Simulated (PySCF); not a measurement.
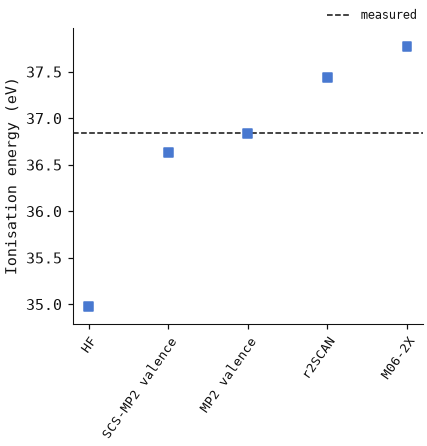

The ionisation energy of Cu²⁺ ([Ar] 3d⁹ → [Ar] 3d⁸) across levels of theory. PySCF, def2-SVP, non-relativistic, unrestricted single determinants, no spin-orbit coupling. Methods marked “valence” freeze 18 core electrons.

Summarise the spread and list the values.

Answer. The values run from 34.98 eV (HF) to 37.78 eV (M06-2X). The measured value is 36.84 ± 0.01 eV; nearest to it come MP2 valence (−0.00) and SCS-MP2 valence (−0.21), furthest HF (−1.86 eV).

```
         Method  Ionisation energy (eV)
             HF                   34.98
         r2SCAN                   37.44
         M06-2X                   37.78
    MP2 valence                   36.84
SCS-MP2 valence                   36.63
```

Limits of the model: spin-orbit shift not estimated; relativistic shift absent.
